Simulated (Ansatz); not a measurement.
**GaGeH4Si (SMILES [SiH3][GeH][Ga]) (doublet): density, localisation and related maps**

Input

```
crystal:
  periodic: [false, false, false]
  atoms:
    - {symbol: Ga, position_ang: [2.169167, 1.576525, 0.479009]}
    - {symbol: Ge, position_ang: [-0.039675, 0.515435, 0.837050]}
    - {symbol: Si, position_ang: [1.519624, -1.423812, 0.771387]}
    - {symbol: H, position_ang: [0.986152, -2.422128, -0.208910]}
    - {symbol: H, position_ang: [1.552690, -2.048715, 2.130507]}
    - {symbol: H, position_ang: [2.963295, -1.208458, 0.387795]}
    - {symbol: H, position_ang: [0.548670, 0.873777, -0.683413]}
basis:
  gaussian: {orbitals: def2-TZVPD}
magnetization: {spin_polarized: true, initial_magnetization: 1}
hamiltonian: {xc: {name: PBE0}}
output: {forces: true, orbitals: {seedname: orbitals}}
```

Run with:

```sh
ansatz run input.yaml --threads 2 --pin off --max-ram 4350MiB --events-out events.jsonl --progress --plain --runs-dir runs
```

Geometry: PBE0-D3(BJ)/def2-SVP.

Method: isolated molecule in a Gaussian basis; Kohn-Sham density functional theory, functional PBE0 (Ansatz 0.2.0).

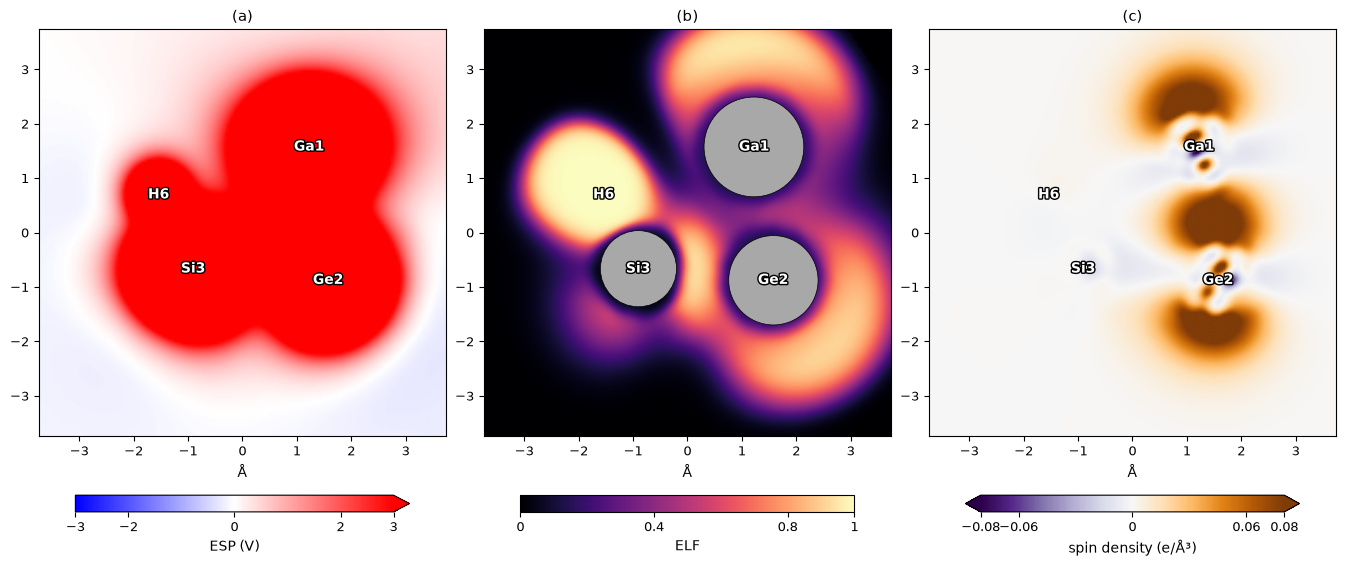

Figure 1. (a) molecular electrostatic potential; (b) ELF; (c) spin density (α minus β) on the plane of atoms Ga1, Ge2 and Si3. Grey discs cover the atomic cores in the ELF map.

Question: Describe what can be read from this map.

Answer:
- The plane passes through Ga, Ge, Si and H nuclei.
- Ga–Ge (2.48 Å): the ELF is about 0.45 at the midpoint.
- Si–Ge (2.49 Å): the ELF peaks at about 0.95 between the atoms (a covalent bond).
- Si–H (1.51 Å): the ELF climbs to about 1 towards the hydrogen, as it does in any bond to H.
- The unpaired spin (1 electron) lies mostly on Ge2 (about 0.5) and Ga1 (about 0.5), in electrons by Hirshfeld's partition.
- The potential has no marked negative region in this plane.

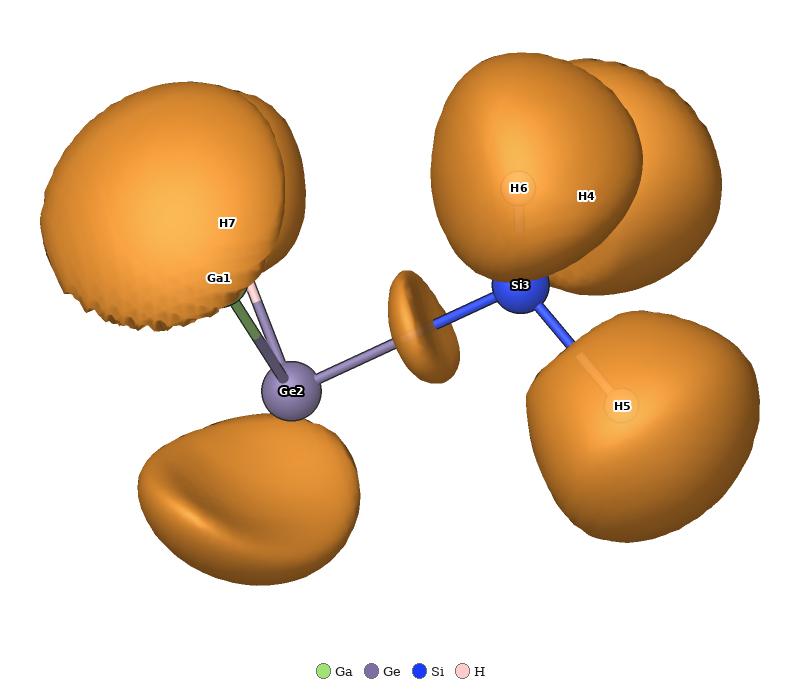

Figure 2. Isosurface of the electron localisation function at 0.85 (orange), seen from one side. Only the valence region is drawn (cores and ρ < 0.01 e/Å³ removed).

Question: Describe the localisation domains.

Answer: At this value the surface marks out one region between bonded Ge–Si atoms (shared pairs), four regions around hydrogen nuclei, one lobe on Ga, pointing away from the bonds (non-bonding electrons) and one lobe on Ge, pointing away from the bonds (non-bonding electrons).

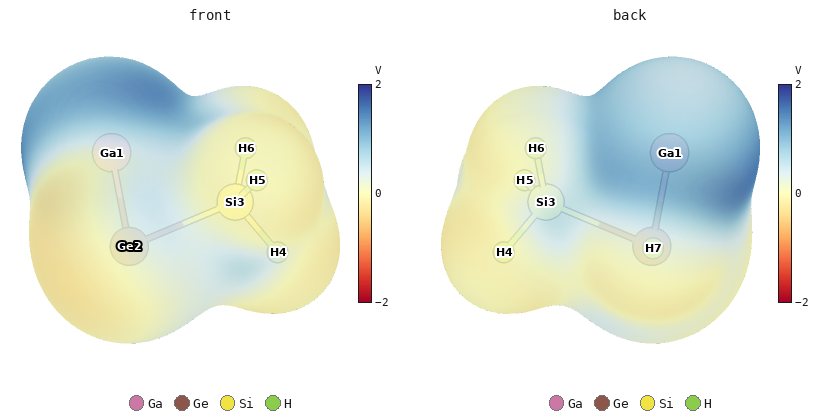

Figure 3. The electrostatic potential painted on the density surface at 0.002 e/bohr³, seen from the front and from behind; red is negative and blue positive.

Question: Which sites attract a positive test charge, and which a negative one?

Answer: A positive charge is drawn to the negative regions and a negative charge to the positive ones. The most negative region (about −0.3 V) lies over H7, the most positive (about +1.5 V) over Ga1.

Question: What dipole moment does the calculation give?

Answer: Its dipole moment is 1.64 D.
